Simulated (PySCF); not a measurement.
# One shape, several levels: [NO2]+ (SMILES O=[N+]=O)

Wanted: a comparison of 3 runs (MP2/STO-6G, CCSDT/STO-6G, CCSD(T)/STO-6G) of [NO2]+. Input form: a Python script.

Program for the calculation: PySCF 2.14.0.

7 further runs of the same task are left out: 7 set aside as unsound or not needed.

## (1) The structure to begin with

The species is [NO2]+ (3 atoms), meant as a singlet with charge +1. SMILES: `O=[N+]=O`. The O1–N2 distance was set to 1.665 Å, away from the relaxed value.

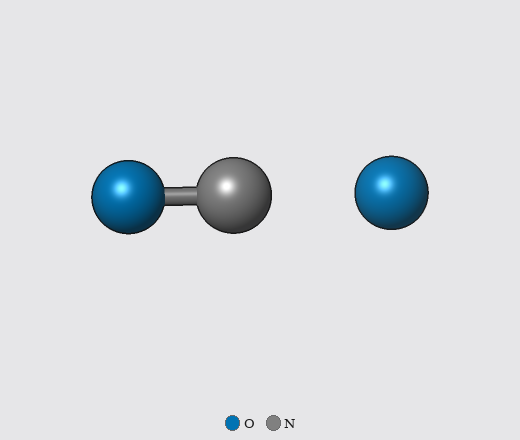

The structure, seen from a chosen angle (oxygen blue, nitrogen grey).

## (2) A single-point energy at MP2/STO-6G (run 1)

start.xyz

```xyz
3
NO2
O     -0.859484     1.390565    -0.314377
N     -0.000010    -0.000010     0.000000
O      0.572990    -0.927010     0.209580
```

calc.py

```python
from pyscf import gto, scf, mp

molecule = gto.Mole()
molecule.atom = 'start.xyz'
molecule.max_memory = 1860
molecule.charge = 1
molecule.verbose = 4
molecule.basis = 'sto-6g'
molecule.build()

mf = scf.RHF(molecule)
mf.conv_tol = 1e-10
mf.kernel()
if not mf.converged:
    mf = mf.newton().run(mf.mo_coeff, mf.mo_occ)

pt = mp.MP2(mf, frozen=3).run()
e_final = pt.e_tot
print(f'total energy: {e_final:.8f} hartree')
```

Run with:

```sh
$ OMP_NUM_THREADS=1 python calc.py
```

Standard output:

```text
PySCF version 2.14.0

[INPUT] num. atoms = 3
[INPUT] num. electrons = 22
[INPUT] charge = 1
[INPUT] spin (= nelec alpha-beta = 2S) = 0
[INPUT] symmetry False subgroup None
[INPUT] Mole.unit = angstrom
[INPUT] Symbol           X                Y                Z      unit          X                Y                Z       unit  Magmom
[INPUT]  1 O     -0.859484000000   1.390565000000  -0.314377000000 AA   -1.624189368446   2.627787008406  -0.594086429862 Bohr   0.0
[INPUT]  2 N     -0.000010000000  -0.000010000000   0.000000000000 AA   -0.000018897261  -0.000018897261   0.000000000000 Bohr   0.0
[INPUT]  3 O      0.572990000000  -0.927010000000   0.209580000000 AA    1.082794172115  -1.751795014733   0.396048801186 Bohr   0.0

nuclear repulsion = 56.7109933461688
number of shells = 9
number of NR pGTOs = 90
number of NR cGTOs = 15
basis = sto-6g
ecp = {}

******** <class 'pyscf.scf.hf.RHF'> ********
method = RHF
initial guess = minao
damping factor = 0
level_shift factor = 0
DIIS = <class 'pyscf.scf.diis.CDIIS'>
diis_start_cycle = 1
diis_space = 8
diis_damp = 0
SCF conv_tol = 1e-10
SCF conv_tol_grad = None
SCF max_cycles = 50
direct_scf = True
direct_scf_tol = 1e-13
Set gradient conv threshold to 1e-05
Initial guess from minao.
init E= -203.30924633467
  HOMO = -0.334767325328106  LUMO = -0.083294011448425  gap/eV = 6.84294
cycle= 1 E= -202.368705722892  delta_E= 0.941  |g|= 1.07  |ddm|= 2.76
  HOMO = -0.592328386550968  LUMO = -0.367041336299309  gap/eV = 6.13037
cycle= 2 E= -199.913455535311  delta_E= 2.46  |g|= 2.68  |ddm|= 3.81
  HOMO = -0.744411081630319  LUMO = -0.327558113020074  gap/eV = 11.34315
cycle= 3 E= -202.676919406923  delta_E= -2.76  |g|= 0.651  |ddm|=  3.4
  HOMO = -0.706721497144798  LUMO = -0.31692900457853  gap/eV = 10.60679
cycle= 4 E= -202.788097911628  delta_E= -0.111  |g|= 0.182  |ddm|= 0.594
  HOMO = -0.754660882104128  LUMO = -0.277629817889786  gap/eV = 12.98068
cycle= 5 E= -202.806410250214  delta_E= -0.0183  |g|= 0.0476  |ddm|= 0.327
  HOMO = -0.728389979018329  LUMO = -0.291155676410941  gap/eV = 11.89775
cycle= 6 E= -202.808149391523  delta_E= -0.00174  |g|= 0.00587  |ddm|= 0.156
  HOMO = -0.730104435691215  LUMO = -0.290253615226414  gap/eV = 11.96895
cycle= 7 E= -202.808165185484  delta_E= -1.58e-05  |g|= 0.00228  |ddm|= 0.0122
  HOMO = -0.730111288345285  LUMO = -0.289963061231482  gap/eV = 11.97704
cycle= 8 E= -202.808167493127  delta_E= -2.31e-06  |g|= 0.00032  |ddm|= 0.00533
  HOMO = -0.729859296450659  LUMO = -0.290165718008328  gap/eV = 11.96467
cycle= 9 E= -202.808167552019  delta_E= -5.89e-08  |g|= 9.38e-05  |ddm|= 0.000907
  HOMO = -0.729901606005309  LUMO = -0.290127936136579  gap/eV = 11.96685
cycle= 10 E= -202.808167554263  delta_E= -2.24e-09  |g|= 1.08e-05  |ddm|= 0.000126
  HOMO = -0.729909482520404  LUMO = -0.290122148268074  gap/eV = 11.96722
cycle= 11 E= -202.808167554301  delta_E= -3.83e-11  |g|= 6.45e-07  |ddm|= 1.85e-05
  HOMO = -0.729909464544195  LUMO = -0.290122201745945  gap/eV = 11.96722
Extra cycle  E= -202.808167554302  delta_E= -5.68e-13  |g|= 5.24e-07  |ddm|= 1.46e-06
converged SCF energy = -202.808167554302

******** <class 'pyscf.mp.mp2.RMP2'> ********
nocc = 8, nmo = 12
frozen orbitals 3
E(RMP2) = -203.036744598522  E_corr = -0.228577044219777
E(SCS-RMP2) = -203.029597346715  E_corr = -0.221429792413395
E_corr(same-spin) = -0.0609953776734667
E_corr(oppo-spin) = -0.167581666546311
total energy: -203.03674460 hartree
```

It took 0.4 s on 1 thread of AMD EPYC 9R45 (Zen 5), shared host; peak memory 0.12 GiB.

## (3) The energy at CCSDT/STO-6G (run 2)

run.py

```python
from pyscf import gto, cc

molecule = gto.M(
    atom=[
    ('O', (-0.859484, 1.390565, -0.314377)),
    ('N', (-0.000010, -0.000010, -0.000000)),
    ('O', (0.572990, -0.927010, 0.209580)),
],
    charge=1,
    basis='sto-6g',
    max_memory=1860,
    verbose=3,
)

hf = molecule.RHF()
hf.conv_tol = 1e-10
hf.kernel()
if not hf.converged:
    hf = hf.newton().run(hf.mo_coeff, hf.mo_occ)

mycc = cc.CCSDT(hf, frozen=3)
mycc.kernel()
etot = mycc.e_tot
print(f'total energy: {etot:.8f} hartree')
```

Run with:

```sh
$ OMP_NUM_THREADS=1 python run.py
```

Standard output:

```text
converged SCF energy = -202.808167554302
_make_eris_incore_RCCSDT

WARN: A large `blksize` is being used, which may cause large memory consumption
      for storing contraction intermediates. If memory is sufficient, consider using
      `pyscf.cc.rccsdt_highm.RCCSDT` instead.

RCCSDT converged
E(RCCSDT) = -203.0846603500443   E_corr = -0.2764927957424989
E_corr(same-spin) = -0.0651074917305128
E_corr(oppo-spin) = -0.211385304011986
total energy: -203.08466035 hartree
```

Run time: 0.76 s. Hardware: 1 thread of AMD EPYC 9R45 (Zen 5), shared host; peak memory 0.12 GiB.

## (4) A single-point energy at CCSD(T)/STO-6G (run 3)

Edit start.xyz of step 2 so:

```diff
@@ -1,3 +1,3 @@
 3
-NO2
+
 O     -0.859484     1.390565    -0.314377
```

input.py

```python
from pyscf import gto, scf, cc

molecule = gto.M(
    atom='start.xyz',
    max_memory=1860,
    verbose=4,
    basis='sto-6g',
    charge=1,
    spin=0,
)

myscf = scf.RHF(molecule)
myscf.conv_tol = 1e-10
myscf.kernel()
if not myscf.converged:
    myscf = myscf.newton().run(myscf.mo_coeff, myscf.mo_occ)

mycc = cc.CCSD(myscf, frozen=3)
mycc.kernel()
e_t = mycc.ccsd_t()
energy = mycc.e_tot + e_t
print('E(%s) = %.9f' % ('CCSD(T)', energy))
```

Run with:

```sh
$ OMP_NUM_THREADS=1 python input.py
```

Standard output:

```text
PySCF version 2.14.0

[INPUT] num. atoms = 3
[INPUT] num. electrons = 22
[INPUT] charge = 1
[INPUT] spin (= nelec alpha-beta = 2S) = 0
[INPUT] symmetry False subgroup None
[INPUT] Mole.unit = angstrom
[INPUT] Symbol           X                Y                Z      unit          X                Y                Z       unit  Magmom
[INPUT]  1 O     -0.859484000000   1.390565000000  -0.314377000000 AA   -1.624189368446   2.627787008406  -0.594086429862 Bohr   0.0
[INPUT]  2 N     -0.000010000000  -0.000010000000   0.000000000000 AA   -0.000018897261  -0.000018897261   0.000000000000 Bohr   0.0
[INPUT]  3 O      0.572990000000  -0.927010000000   0.209580000000 AA    1.082794172115  -1.751795014733   0.396048801186 Bohr   0.0

nuclear repulsion = 56.7109933461688
number of shells = 9
number of NR pGTOs = 90
number of NR cGTOs = 15
basis = sto-6g
ecp = {}

[... 41 lines left out ...]
converged SCF energy = -202.808167554302
[... 12 lines left out ...]
Init t2, MP2 energy = -203.036744586831  E_corr(MP2) -0.228577032528866
[... 18 lines left out ...]
CCSD converged
[... 2 lines left out ...]
E(CCSD(T)) = -203.084190894
```

Wall time 0.42 s (1 thread of AMD EPYC 9R45 (Zen 5), shared host); peak memory 0.1 GiB.

## (5) Overview of the runs

```tsv
run	level	energy (Eh)	HOMO energy (eV)	LUMO energy (eV)	HOMO–LUMO gap (eV)	wall time
1	MP2/STO-6G	-203.036745	-19.86	-7.89	11.97	0.4 s
2	CCSDT/STO-6G	-203.084660	-19.86	-7.89	11.97	0.76 s
3	CCSD(T)/STO-6G	-203.084191	-19.86	-7.89	11.97	0.42 s
```

## (6) What came out

| quantity | value |
| --- | --- |
| run 3: total energy | -203.08419 Eh |
| run 3: HOMO energy (Hartree–Fock orbitals) | -19.86 eV |
| run 3: LUMO energy (Hartree–Fock orbitals) | -7.89 eV |
| run 3: HOMO–LUMO gap (Hartree–Fock orbitals) | 11.97 eV |
| run 3: correlation energy (3 core orbitals frozen) | -276.0 mEh |
| run 3: (T) correction | -32.50 mEh |
| run 3: T1 diagnostic | 0.061 |

In run 3 the T1 diagnostic is large, so a single reference may not serve. In runs 1, 2, 3 the basis is minimal, so the values are rough. All runs together took 1.6 s, the longest 0.76 s.
